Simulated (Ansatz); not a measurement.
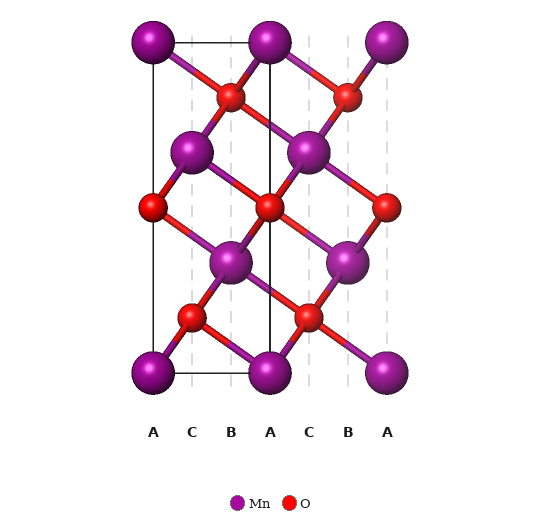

Projection along an edge of the hexagonal mesh, stacking direction [111] upwards. The dashed lines mark the three columns A (0, 0), B (1/3, 2/3) and C (2/3, 1/3). The box is the hexagonal cell of the face-centred cubic lattice. The sequence starts with the first layer at or above the cell's origin.

MnO (space group Fm-3m, No. 225). Coordinates: the input geometry of an electronic-structure calculation (not necessarily at equilibrium).

Q: Give the sequence of layers in one repeat, with element and column.

A: Mn(A) – O(C) – Mn(B) – O(A) – Mn(C) – O(B) (six layers in 7.76 Å).

Q: How are the O layers alone stacked?

A: O layers alone: CAB, the cubic close-packed type.

Q: Which positions between or in the O layers do the other atoms fill?

A: Mn: three octahedral sites in each hexagonal cell.

Heights of the layers:

| layer | atoms (column) | height (Å) | to next (Å) |
| --- | --- | --- | --- |
| 1 | Mn(A) | 0.00 | 1.29 |
| 2 | O(C) | 1.29 | 1.29 |
| 3 | Mn(B) | 2.59 | 1.29 |
| 4 | O(A) | 3.88 | 1.29 |
| 5 | Mn(C) | 5.17 | 1.29 |
| 6 | O(B) | 6.47 | 1.29 |
